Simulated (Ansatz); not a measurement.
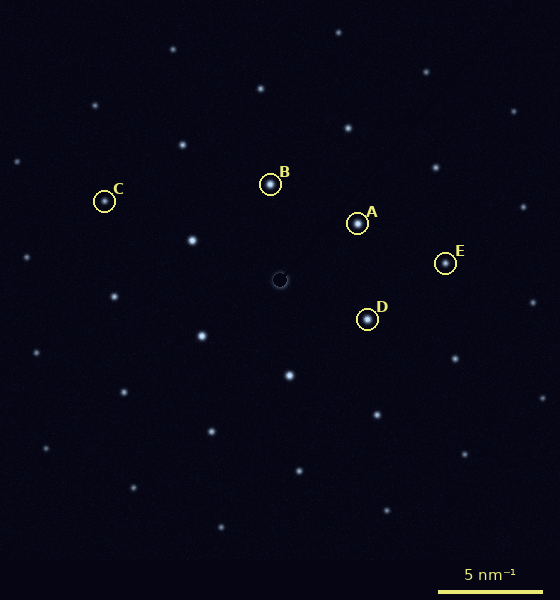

Computed electron diffraction pattern, 80 kV, single scattering only, B = 0.3 Å². The zone axis points towards the electron source and the pattern is seen from the source side.

SnGe2, space group Fm-3m (No. 225), a = 6.106 Å. Structure: the geometry relaxed (final pressure about 31 GPa) with Ansatz 0.2.0, DFT PBE, scalar-relativistic, plane waves, PAW; the starting structure was generated, so it need not be a known form of this composition.

Spot A is indexed -2 2 0 and spot B -2 0 2.

Question: Index the other marked spots.

Answer: C = −2A + 2B = 0 -4 4 (d = 1.079 Å). D = A − B = 0 2 -2 (d = 2.159 Å). E = 2A − B = -2 4 -2 (d = 1.246 Å).

Question: Give [uvw].

Answer: The cross product of A and B is parallel to [111]; every spot obeys hu + kv + lw = 0.
